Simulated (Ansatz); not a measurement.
**Ta3 (charge +1, quintet): density, localisation and related maps**

The calculation's input:

```
crystal:
  periodic: [false, false, false]
  atoms:
    - {symbol: Ta, position_ang: [0.014147, 1.390091, -0.455470]}
    - {symbol: Ta, position_ang: [1.222771, -0.738202, 0.316000]}
    - {symbol: Ta, position_ang: [-1.236918, -0.651889, 0.139470]}
basis:
  gaussian: {orbitals: def2-TZVP, initial_orbitals: start.molden}
total_charge: 1
magnetization: {spin_polarized: true, initial_magnetization: 4}
hamiltonian: {xc: pbe0, dispersion: d4}
output: {orbitals: {seedname: orbitals}}
```

Command:

```sh
ansatz run in.yaml --threads 4 --pin off --events-out ev --progress --plain --max-ram 3916MiB
```

Geometry: PBE-D4/def2-TZVP; core potentials replace the inner electrons of Ta.

These are results of Ansatz, UKS PBE0-D4/def2-TZVP, not measurements.

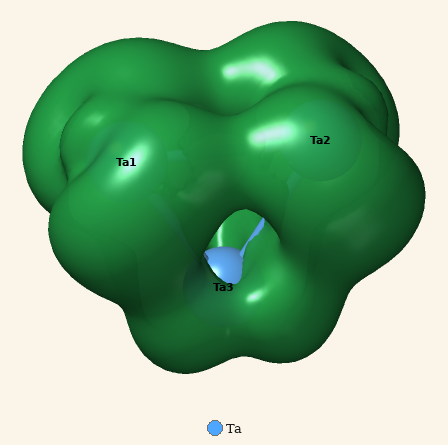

Figure 1. Isosurfaces of the spin density (α minus β) at +0.03 (green) and −0.03 e/Å³ (red), seen at a tilt.

Describe the spin distribution.

The unpaired spin (4 electrons) lies mostly on Ta1 (about 1.5), Ta2 (about 1.5) and Ta3 (about 1.0), in electrons by Hirshfeld's partition. Only one sign reaches the isovalue.

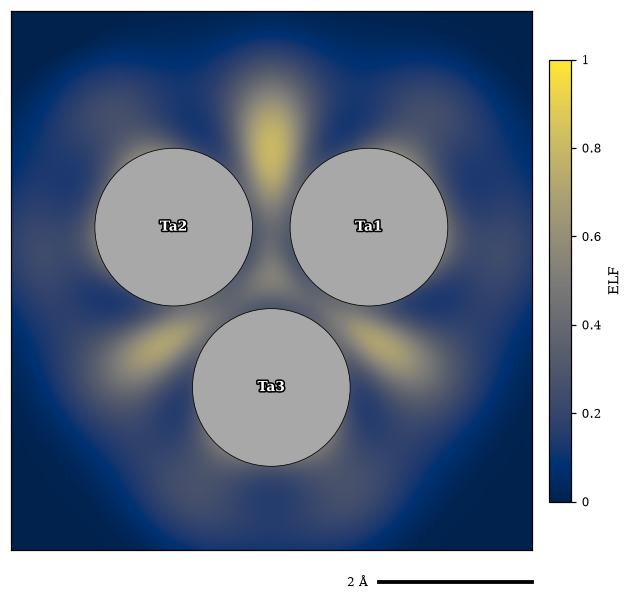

Figure 2. ELF on the molecular plane. Grey discs cover the atomic cores.

Describe what can be read from this map.

The plane passes through Ta nuclei. Ta–Ta (2.47 Å): the ELF is about 0.40 at the midpoint. Ta–Ta (2.57 Å): the ELF is about 0.40 at the midpoint.

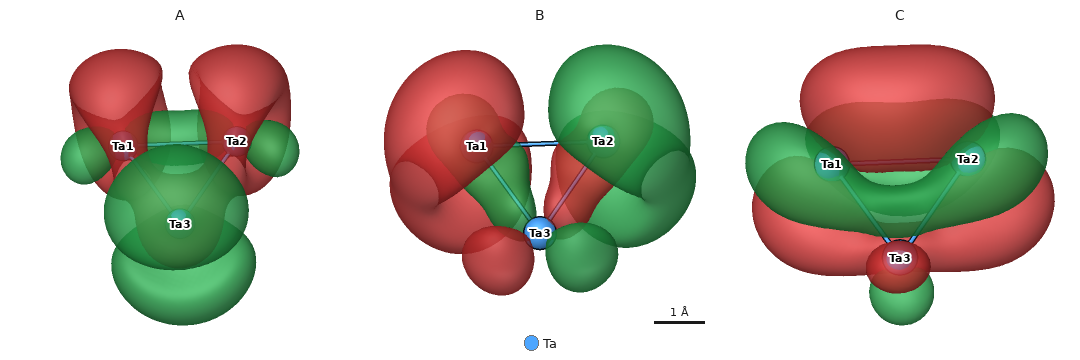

Figure 3. Three frontier orbitals at ±0.06 Å⁻³ᐟ² (green and red are the two phases), in no order.

Which picture is the HOMO−1, the HOMO and the LUMO? All are α orbitals.

C is the HOMO−1 (α) (−9.66 eV). Its weight (Hirshfeld) is mainly on Ta1 (about 45 %), Ta2 (about 45 %) and Ta3 (about 10 %). B is the HOMO (α) (−8.97 eV). It lies mainly on Ta1 (about 45 %), Ta2 (about 45 %) and Ta3 (about 15 %). A is the LUMO (α) (−7.15 eV). Its weight (Hirshfeld) is mainly on Ta3 (about 55 %), Ta1 (about 25 %) and Ta2 (about 25 %).

What is the gap between the highest occupied and lowest empty α orbitals?

1.82 eV between the orbital energies.
